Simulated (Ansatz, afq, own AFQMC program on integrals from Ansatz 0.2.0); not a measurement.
# GeNH4 (quartet): AFQMC on the coupled-cluster ladder at distance Ge1–H5 along a hydrogen transfer = 1.929 Å, cc-pVTZ

How near does AFQMC come to the top of the ladder for GeNH4 (quartet)?

Computed with Ansatz 0.2.0, Gaussian basis, and an in-house AFQMC program (afq) on its integrals; all values are calculated. Level: cc-pVTZ, frozen cores.

Plan: PBE (unrestricted); r2SCAN (unrestricted); PBE0 (unrestricted); CCSD(T) on UHF; B3LYP (unrestricted); wB97M-V (unrestricted); B2PLYP (unrestricted); Phaseless AFQMC, CISD trial on UHF.

## Step 1: The geometry

The geometry derives from fragments relaxed apart (PBE0/def2-TZVP) and kept rigid, so it is no stationary point. A hydrogen atom is moved between rigid fragments. No spin-orbit coupling is included. The filled d shell of Ge may be among the frozen orbitals whatever the setting's name suggests; the logs give the count.

6 atoms, charge 0, spin multiplicity 4.

Atoms are counted from 1 here; the program's logs count them from 0.

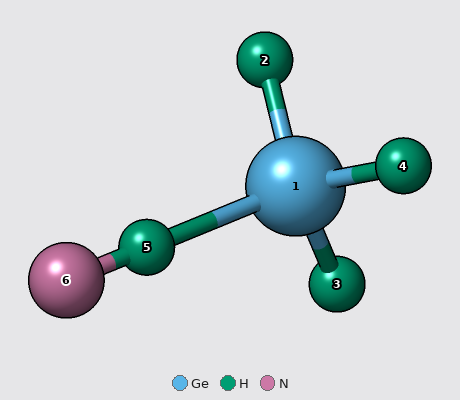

The geometry (germanium blue, hydrogen teal, nitrogen pink); atoms are numbered from 1 in the order of the file.

Coordinates:

```xyz
6
GeH4N
Ge   -0.4630    0.0000    0.0000
H    -0.9744    1.4466    0.0000
H    -0.9744   -0.7233    1.2528
H    -0.9744   -0.7233   -1.2528
H     1.4660    0.0000    0.0000
N     2.5060    0.0000    0.0000
```

## Step 2: PBE (unrestricted)

File in.yaml:

```yaml
crystal:
  periodic: [false, false, false]
  atoms:
    - {symbol: Ge, position_ang: [-0.462995, 0.000000, 0.000000]}
    - {symbol: H, position_ang: [-0.974445, 1.446599, 0.000000]}
    - {symbol: H, position_ang: [-0.974445, -0.723300, 1.252792]}
    - {symbol: H, position_ang: [-0.974445, -0.723299, -1.252792]}
    - {symbol: H, position_ang: [1.466005, 0.000000, 0.000000]}
    - {symbol: N, position_ang: [2.506005, 0.000000, 0.000000]}
basis:
  gaussian: {orbitals: cc-pVTZ}
magnetization: {spin_polarized: true, initial_magnetization: 3}
hamiltonian: {xc: {name: PBE}}
output: {orbitals: {seedname: orbitals}}
```

Run with:

```
$ ansatz run in.yaml --threads 1 --pin off --events-out ev --progress --plain --max-ram 8192MiB --backend cpu
```

What it wrote:

```text
Functional definition: PBE
  name "PBE"
  cite "Perdew, Burke & Ernzerhof, Phys. Rev. Lett. 77, 3865 (1996) doi:10.1103/PhysRevLett.77.3865"
  parent pbe
  parameter kappa = 0.804
  parameter beta = 0.06672455060314922
  exchange = pbe_x(kappa = kappa, mu = beta*pi^2/3)
  correlation = pbe_c(beta = beta)
772 factors; their error is unknown
mean field evaluation 1: about -58057.0937 eV, gradient 2.1e1 eV
mean field evaluation 2: about -58055.8870 eV, gradient 2.7e1 eV
mean field evaluation 4: about -58058.8397 eV, gradient 6.6e-1 eV
mean field evaluation 8: about -58058.8345 eV, gradient 2.6e-2 eV
mean field evaluation 16: about -58058.8345 eV, gradient 3.4e-5 eV
mean field -58058.83446737 eV, -2133.6228129843 hartree, gradient 3.4e-5 eV, S^2 3.755695; 0 other end points of the search recorded, 0 dependent functions left out
reference -58058.83450402 eV, -2133.6228143311 hartree; 23, 20 occupied and 106, 109 virtual orbitals, 772 factors
Total energy: -58058.83450402 eV, -2133.6228143311 hartree
```

Wall time 2.3 s (1 thread of AMD EPYC 7R13 (Zen 3), shared host); peak memory 2.1 GiB.

From the report: ⟨S²⟩ of the determinant 3.756 (pure quartet: 3.75).

## Step 3: r2SCAN (unrestricted)

in.yaml: that of step 2 with these lines changed.

```diff
@@ -12,3 +12,2 @@
 magnetization: {spin_polarized: true, initial_magnetization: 3}
-hamiltonian: {xc: {name: PBE}}
-output: {orbitals: {seedname: orbitals}}
+hamiltonian: {xc: {name: r2SCAN}}
```

The command is unchanged.

What it wrote:

```text
Functional definition: r2SCAN
  name "r2SCAN"
  cite "Furness, Kaplan, Ning, Perdew & Sun, J. Phys. Chem. Lett. 11, 8208 (2020) doi:10.1021/acs.jpclett.0c02405"
  cite "Furness, Kaplan, Ning, Perdew & Sun, J. Phys. Chem. Lett. 11, 9248 (2020) doi:10.1021/acs.jpclett.0c03077"
  parent r2scan
  parameter k0 = 0.174
  parameter k1 = 0.065
  parameter a1 = 4.9479
  exchange = r2scan_x(k0 = k0, k1 = k1, a1 = a1)
  correlation = r2scan_c
772 factors; their error is unknown
mean field evaluation 1: about -58067.3744 eV, gradient 1.8e1 eV
mean field evaluation 2: about -58067.2648 eV, gradient 1.8e1 eV
mean field evaluation 4: about -58068.5562 eV, gradient 5.4e-1 eV
mean field evaluation 8: about -58068.5516 eV, gradient 1.5e-1 eV
mean field evaluation 16: about -58068.5517 eV, gradient 7.7e-5 eV
mean field -58068.55168345 eV, -2133.9799140888 hartree, gradient 7.7e-5 eV, S^2 3.762184; 0 other end points of the search recorded, 0 dependent functions left out
reference -58068.55169697 eV, -2133.9799145857 hartree; 23, 20 occupied and 106, 109 virtual orbitals, 772 factors
Total energy: -58068.55169697 eV, -2133.9799145857 hartree
```

Run time: 5.5 s. Hardware: 1 thread of AMD EPYC 7R13 (Zen 3), shared host; peak memory 2.1 GiB.

From the report: ⟨S²⟩ of the determinant 3.762 (pure quartet: 3.75).

## Step 4: PBE0 (unrestricted)

in.yaml: that of step 3 with these lines changed.

```diff
@@ -12,2 +12,3 @@
 magnetization: {spin_polarized: true, initial_magnetization: 3}
-hamiltonian: {xc: {name: r2SCAN}}
+hamiltonian: {xc: {name: PBE0}}
+output: {orbitals: {seedname: orbitals}}
```

The command is unchanged.

What it wrote:

```text
Functional definition: PBE0
  name "PBE0"
  cite "Adamo & Barone, J. Chem. Phys. 110, 6158 (1999) doi:10.1063/1.478522"
  cite "Perdew, Burke & Ernzerhof, Phys. Rev. Lett. 77, 3865 (1996) doi:10.1103/PhysRevLett.77.3865"
  parent pbe
  parameter a = 0.25
  parameter kappa = 0.804
  parameter beta = 0.06672455060314922
  exchange = (1 - a)*pbe_x(kappa = kappa, mu = beta*pi^2/3) + a*exact_x
  correlation = pbe_c(beta = beta)
832 factors; their error is unknown
mean field evaluation 1: about -58059.6470 eV, gradient 1.4e1 eV
mean field evaluation 2: about -58059.8652 eV, gradient 1.2e1 eV
mean field evaluation 4: about -58060.3909 eV, gradient 3.4e-1 eV
mean field evaluation 8: about -58060.5968 eV, gradient 2.5e-1 eV
mean field evaluation 16: about -58060.5969 eV, gradient 2.4e-5 eV
mean field -58060.59691642 eV, -2133.6875817924 hartree, gradient 2.4e-5 eV, S^2 3.758602; 0 other end points of the search recorded, 0 dependent functions left out
reference -58060.59694377 eV, -2133.6875827973 hartree; 23, 20 occupied and 106, 109 virtual orbitals, 832 factors
Total energy: -58060.59694377 eV, -2133.6875827973 hartree
```

Wall time 3.2 s (1 thread of AMD EPYC 7R13 (Zen 3), shared host); peak memory 2.1 GiB.

From the report: ⟨S²⟩ of the determinant 3.759 (pure quartet: 3.75).

## Step 5: CCSD(T) on UHF

in.yaml: that of step 4 with these lines changed.

```diff
@@ -12,3 +12,2 @@
 magnetization: {spin_polarized: true, initial_magnetization: 3}
-hamiltonian: {xc: {name: PBE0}}
-output: {orbitals: {seedname: orbitals}}
+correlation: {method: ccsd_t, electrons: outside_noble_gas, hamiltonian_folder: ham}
```

Run with:

```
$ ansatz run in.yaml --threads 1 --pin off --events-out ev --progress --plain --max-ram 24576MiB --backend cuda --devices 0, --max-vram 18GiB
```

What it wrote (excerpt; [...] marks lines left out):

```text
Functional definition: HF
  name "HF"
  cite "Fock, Z. Phys. 61, 126 (1930) doi:10.1007/BF01340294"
  parent pbe
[...]
765 factors; integrals over basis functions are off by at most 9.8e-4 eV
[...]
mean field -58016.45222558 eV, -2132.0652943263 hartree, gradient 3.6e-6 eV, S^2 3.777278; 0 other end points of the search recorded, 0 dependent functions left out
15 core orbitals not correlated: weight in the atoms' cores, before any rotation towards them, 1.000 or more for the frozen orbitals, at most 0.000 for the correlated occupied ones
reference -58016.45222558 eV, -2132.0652943263 hartree; 8, 5 occupied and 106, 109 virtual orbitals, 765 factors
second order -7.02805724 eV of doubles, -0.00000000 eV of singles
cycle   1  -7.87043969 eV  change   -8.4e-1 eV  update   6.8e-2
[...]
cycle  10  -8.21108815 eV  change    8.2e-6 eV  update   7.6e-6
perturbative correction -0.22702981 eV, -0.0083431917 hartree
Total energy: -58024.89034354 eV, -2132.3753894419 hartree
```

It took 12 s on 1 × NVIDIA H100 80GB HBM3 with 1 thread of AMD EPYC 7R13 (Zen 3), shared host; peak host memory 2.1 GiB.

From the report: ⟨S²⟩ of the determinant 3.777 (pure quartet: 3.75); correlation -8.4381 eV; T1 0.014; largest double amplitude 0.02.

This run also writes the integrals to the folder ham.

## Step 6: B3LYP (unrestricted)

in.yaml: that of step 5 with these lines changed.

```diff
@@ -12,2 +12,2 @@
 magnetization: {spin_polarized: true, initial_magnetization: 3}
-correlation: {method: ccsd_t, electrons: outside_noble_gas, hamiltonian_folder: ham}
+hamiltonian: {xc: {name: B3LYP}}
```

Run with:

```
$ ansatz run in.yaml --threads 1 --pin off --events-out ev --progress --plain --max-ram 8192MiB --backend cpu
```

What it wrote (excerpt; [...] marks lines left out):

```text
Functional definition: B3LYP
  name "B3LYP"
  cite "Stephens, Devlin, Chabalowski & Frisch, J. Phys. Chem. 98, 11623 (1994) doi:10.1021/j100096a001"
  cite "Becke, Phys. Rev. A 38, 3098 (1988) doi:10.1103/PhysRevA.38.3098"
  cite "Lee, Yang & Parr, Phys. Rev. B 37, 785 (1988) doi:10.1103/PhysRevB.37.785"
  cite "Vosko, Wilk & Nusair, Can. J. Phys. 58, 1200 (1980) doi:10.1139/p80-159"
[...]
829 factors; their error is unknown
[...]
mean field -58071.02682343 eV, -2134.0708738053 hartree, gradient 3.8e-5 eV, S^2 3.757224; 0 other end points of the search recorded, 0 dependent functions left out
reference -58071.02704897 eV, -2134.0708820939 hartree; 23, 20 occupied and 106, 109 virtual orbitals, 829 factors
Total energy: -58071.02704897 eV, -2134.0708820939 hartree
```

Run time: 3.2 s. Hardware: 1 thread of AMD EPYC 7R13 (Zen 3), shared host; peak memory 2.1 GiB.

From the report: ⟨S²⟩ of the determinant 3.757 (pure quartet: 3.75).

## Step 7: wB97M-V (unrestricted)

in.yaml: that of step 6 with these lines changed.

```diff
@@ -12,2 +12,3 @@
 magnetization: {spin_polarized: true, initial_magnetization: 3}
-hamiltonian: {xc: {name: B3LYP}}
+hamiltonian: {xc: {name: wB97M-V}}
+output: {orbitals: {seedname: orbitals}}
```

Launched as before.

What it wrote (excerpt; [...] marks lines left out):

```text
Functional definition: wB97M-V
  name "wB97M-V"
  cite "Mardirossian & Head-Gordon, J. Chem. Phys. 144, 214110 (2016) doi:10.1063/1.4952647"
  cite "Becke, J. Chem. Phys. 107, 8554 (1997) doi:10.1063/1.475007"
  cite "Vydrov & Van Voorhis, J. Chem. Phys. 133, 244103 (2010) doi:10.1063/1.3521275"
  # Of w^i u^j: cxij and so on, Table III.
[...]
  gx(w, u) = 1 - cx + cx01*u + cx10*w
  gss(w, u) = css00 + css04*u^4 + css10*w + css20*w^2 + css43*w^4*u^3
  gos(w, u) = cos00 + cos10*w + (cos20 + cos21*u)*w^2 + (cos60 + cos61*u)*w^6
[...]
      + integral(e_c_pw_mod_opposite_spin*gos(b97_w_opposite, b97_u_opposite)) + vv10(b, c)
822 factors; their error is unknown
182 factors; integrals over basis functions are off by at most 7.1e-5 eV
[...]
mean field -58065.38746067 eV, -2133.8636310465 hartree, gradient 3.5e-5 eV, S^2 3.757881; 0 other end points of the search recorded, 0 dependent functions left out
reference -58065.38750415 eV, -2133.8636326444 hartree; 23, 20 occupied and 106, 109 virtual orbitals, 822 factors
Total energy: -58065.38750415 eV, -2133.8636326444 hartree
```

Run time: 10 s. Hardware: 1 thread of AMD EPYC 7R13 (Zen 3), shared host; peak memory 2.1 GiB.

From the report: ⟨S²⟩ of the determinant 3.758 (pure quartet: 3.75).

## Step 8: B2PLYP (unrestricted)

in.yaml: that of step 7 with these lines changed.

```diff
@@ -12,3 +12,3 @@
 magnetization: {spin_polarized: true, initial_magnetization: 3}
-hamiltonian: {xc: {name: wB97M-V}}
-output: {orbitals: {seedname: orbitals}}
+hamiltonian: {xc: {name: B2PLYP}}
+correlation: {electrons: outside_noble_gas}
```

Launched as before.

What it wrote (excerpt; [...] marks lines left out):

```text
Functional definition: B2PLYP
  name "B2PLYP"
  cite "Grimme, J. Chem. Phys. 124, 034108 (2006) doi:10.1063/1.2148954"
  cite "Becke, Phys. Rev. A 38, 3098 (1988) doi:10.1103/PhysRevA.38.3098"
  cite "Lee, Yang & Parr, Phys. Rev. B 37, 785 (1988) doi:10.1103/PhysRevB.37.785"
[...]
765 factors; integrals over basis functions are off by at most 9.8e-4 eV
[...]
mean field -58054.63177977 eV, -2133.4683670638 hartree, gradient 4.1e-6 eV, S^2 3.763374; 0 other end points of the search recorded, 0 dependent functions left out
15 core orbitals not correlated: weight in the atoms' cores, before any rotation towards them, 0.999 or more for the frozen orbitals, at most 0.001 for the correlated occupied ones
reference -58054.63192170 eV, -2133.4683722797 hartree; 8, 5 occupied and 106, 109 virtual orbitals, 765 factors
second order -8.61595994 eV of doubles, -0.00000000 eV of singles
Total energy: -58056.95823089 eV, -2133.5538625654 hartree
```

It took 4.3 s on 1 thread of AMD EPYC 7R13 (Zen 3), shared host; peak memory 2.1 GiB.

From the report: ⟨S²⟩ of the determinant 3.763 (pure quartet: 3.75).

## Step 9: Phaseless AFQMC, CISD trial on UHF

It reads the integrals that the CCSD(T) run on this determinant wrote.

Run with:

```
$ afq ham --method phaseless --trial cisd --walkers 600 --populations 10 --least-time 60 --time-step 0.005 --steps-per-block 50 --equilibration-blocks 28 --max-blocks 4000 --target-error 0.00021 --factor-cut 1e-05 --start spin_pure --seed 7251 --release-times 0.24,0.51,0.99,1.62,2.4 --release-step 0.03 --release-every 3 --taylor-order 6
```

What it wrote:

```text
orbitals 114  electrons 8 5  factors 721 of 765
reference energy -2132.06529433 Eh
CCSD correlation -0.30175213 Eh in 11 cycles, weight of the determinant in the CISD state 0.8768
energy of the start -2132.366067 Eh
 block  time / (1/Eh)  mean weight  energy / Eh
     1     0.250  0.9993  -2132.362990
     2     0.500  0.9997  -2132.365906
     3     0.750  1.0000  -2132.368107
     4     1.000  0.9987  -2132.371114
     5     1.250  0.9999  -2132.373229
     6     1.500  0.9997  -2132.373988
     7     1.750  1.0002  -2132.374845
     8     2.000  0.9986  -2132.374929
     9     2.250  0.9996  -2132.374791
    10     2.500  1.0012  -2132.375739
    11     2.750  0.9996  -2132.376100
    13     3.250  1.0011  -2132.377795
    15     3.750  0.9989  -2132.375588
    17     4.250  1.0002  -2132.375704
    19     4.750  0.9998  -2132.376982
    21     5.250  0.9990  -2132.376666
    23     5.750  0.9998  -2132.378902
    25     6.250  1.0002  -2132.378790
    27     6.750  0.9996  -2132.376991
    29     7.250  1.0002  -2132.378146
    31     7.750  1.0006  -2132.377772
    33     8.250  0.9993  -2132.375358
    35     8.750  1.0002  -2132.375556
    37     9.250  0.9997  -2132.374742
    39     9.750  1.0002  -2132.375980
    41    10.250  0.9997  -2132.377217
    43    10.750  1.0004  -2132.375698
    45    11.250  1.0011  -2132.376048
    47    11.750  0.9995  -2132.375020
    49    12.250  1.0010  -2132.378153
    51    12.750  0.9986  -2132.376456
    53    13.250  0.9992  -2132.375687
    55    13.750  1.0000  -2132.375961
    57    14.250  0.9996  -2132.374521
    59    14.750  1.0001  -2132.375691
    61    15.250  0.9990  -2132.375787
    63    15.750  0.9999  -2132.378657
    65    16.250  1.0008  -2132.375379
    67    16.750  0.9994  -2132.374891
    69    17.250  0.9990  -2132.376014
    71    17.750  0.9987  -2132.376697
    73    18.250  0.9993  -2132.376238
    75    18.750  1.0014  -2132.378394
    77    19.250  1.0000  -2132.375898
    79    19.750  0.9995  -2132.375097
    81    20.250  0.9990  -2132.375969
    83    20.750  1.0001  -2132.378038
    85    21.250  0.9996  -2132.377357
    87    21.750  0.9994  -2132.376375
    89    22.250  0.9998  -2132.375502
    91    22.750  1.0004  -2132.375729
    93    23.250  1.0005  -2132.377716
    95    23.750  1.0007  -2132.375802
    97    24.250  0.9992  -2132.376992
    99    24.750  0.9993  -2132.376585
   101    25.250  0.9999  -2132.377346
   103    25.750  0.9990  -2132.376999
   105    26.250  1.0006  -2132.377201
   107    26.750  1.0012  -2132.377738
   109    27.250  1.0000  -2132.377622
   111    27.750  0.9998  -2132.376253
   113    28.250  1.0000  -2132.375503
   115    28.750  0.9999  -2132.377970
   117    29.250  0.9991  -2132.375250
error from the spread of 10 populations
released: time / (1/Eh)  energy / Eh  error  mean overlap
  0.24  -2132.376403  0.000132  1.0012
  0.51  -2132.376515  0.000200  0.9999
  0.99  -2132.376755  0.000161  0.9888
  1.62  -2132.376710  0.000150  0.9789
  2.40  -2132.377364  0.000404  0.9597
energy -2132.376398 +/- 0.000190 Eh
```

It took 3.4 min on 1 × NVIDIA H100 80GB HBM3 with 2 threads of AMD EPYC 7R13 (Zen 3), shared host; peak host memory 2.1 GiB.

Energy -58024.9178 ± 0.0052 eV. Caveats: constraint bias not in the error.

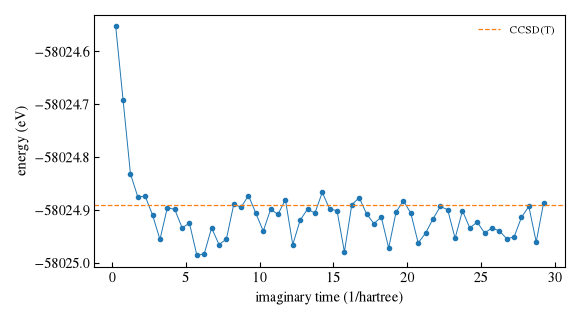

Block energies along the walk.

## Step 10: AFQMC on the ladder

On the UHF determinant, counted from CCSD(T) (a yardstick, not exact):

```csv
level,energy (eV),from CCSD(T) (meV),statistical error (meV),time
HF,-58016.4522,+8438.1,,
MP2,-58023.4803,+1410.1,,
CCSD,-58024.6633,+227.0,,
CCSD(T),-58024.8903,0.0,,
"Phaseless AFQMC, CISD trial, step 0.005, 600 walkers",-58024.9178,-27.5,5.2,3.4 min
```

The functionals' totals stand on their own zeros and serve differences with other points: PBE -58058.835 eV; r2SCAN -58068.552 eV; PBE0 -58060.597 eV; B3LYP -58071.027 eV; wB97M-V -58065.388 eV; B2PLYP -58056.958 eV.

## Step 11: Results

| quantity | value |
| --- | --- |
| Phaseless AFQMC, CISD trial on UHF from CCSD(T) | -27.5 ± 5.2 meV |

In words: On UHF the phaseless walk with the CISD trial lies -27.5 meV from CCSD(T), 5 times its error bar. Error bars are statistical and leave out the constraint, the time step and what remains of the start.
